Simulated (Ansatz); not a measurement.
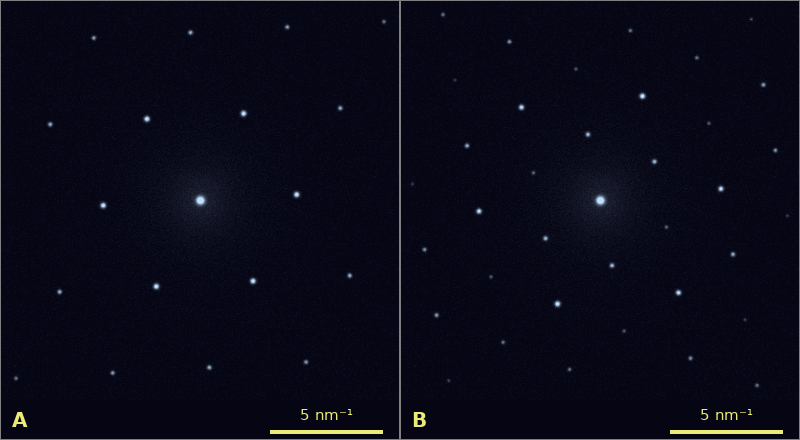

Kinematic electron diffraction patterns (120 kV, B = 0.5 Å², same scale, each along a low-index zone) of two structures of composition SbP2, each relaxed at zero pressure with DFT PBE, scalar-relativistic, plane waves, PAW (Ansatz).

The structures (standard cells):
1. Fm-3m (No. 225), a = 6.490 Å, 12 atoms; generated start, possibly hypothetical
2. P4_2/mnm (No. 136), a = 6.188 Å, c = 3.959 Å, 6 atoms; generated start, possibly hypothetical

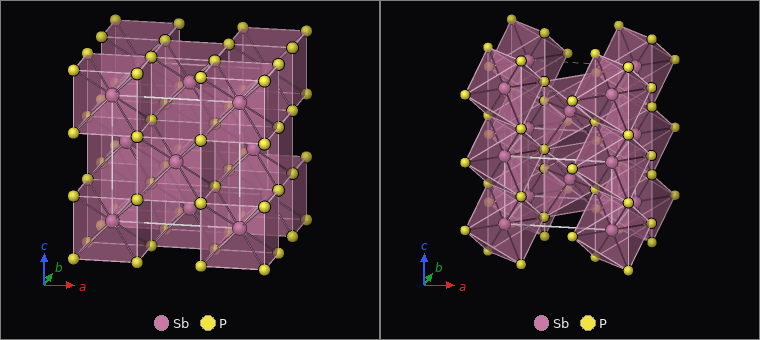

Drawings of the structures 1 to 2, from left to right (each may span several cells).

### Which pattern belongs to which structure, and along which zone?

A is structure 1 along [111] or an equivalent direction: hexagonal net of -2 2 0 at d = 2.29 Å and -2 0 2 at d = 2.29 Å, 60.0° apart. B is structure 2 along [100] or an equivalent direction: centred rectangular net of 0 1 1 at d = 3.34 Å and 0 -1 1 at d = 3.34 Å, 65.2° apart (some points of this net are extinct or too weak to see).

### Rank the structures by their computed energy.

Structure 1 (Fm-3m, 22.78 Å³ an atom) is the lowest of these; structure 2 (P4_2/mnm, 25.27 Å³ an atom) lies about 88 meV an atom higher. These are static energies at 0 K; other structures, not shown, may lie lower still.
